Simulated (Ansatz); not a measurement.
# F2GeH3: the cost of one run

Method: UKS PBE0/def2-SVP, in Ansatz 0.2.0.

**1. The structure to begin with**

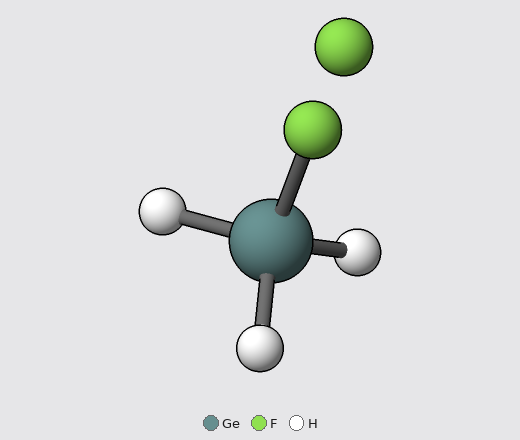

The starting structure, seen from a free direction (germanium teal, fluorine green, hydrogen white).

Coordinates:

```xyz
6

Ge    0.0000    0.0000    0.0000
F     0.0000    0.0000    1.9300
H     1.4616    0.0000   -0.5162
H    -0.7300    1.2648   -0.5162
H    -0.7300   -1.2648   -0.5162
F     0.0000    0.0000    3.3700
```

**2. A restrained relaxation towards end A**

Springs on the bonds that form and break draw the guess towards this end; the thresholds are loose.

input.yaml

```yaml
crystal:
  periodic: [false, false, false]
  atoms:
    - { symbol: Ge, position_ang: [0.0, 0.0, 0.0] }
    - { symbol: F, position_ang: [0.0, 0.0, 1.93] }
    - { symbol: H, position_ang: [1.4616, 0.0, -0.5162] }
    - { symbol: H, position_ang: [-0.73, 1.2648, -0.5162] }
    - { symbol: H, position_ang: [-0.73, -1.2648, -0.5162] }
    - { symbol: F, position_ang: [0.0, 0.0, 3.37] }
magnetization:
  spin_polarized: true
  initial_magnetization: 1
basis:
  gaussian: { orbitals: def2-SVP }
hamiltonian:
  xc: pbe0
relax:
  f_tol: 0.15
  max_steps: 25
  restrain:
    - { distance: [1, 5], at: 2.34, k: 30.0 }
    - { distance: [0, 1], at: 1.68, k: 30.0 }
```

Command:

```
ansatz run input.yaml --threads 2 --pin off --max-ram 3072MiB --backend cpu --events-out ev --progress --plain --runs-dir out
```

Q: Estimate wall time and peak memory on 2 threads of Intel Xeon Platinum 8488C (Sapphire Rapids), shared host.

About 38 s, with a peak of 0.24 GiB.
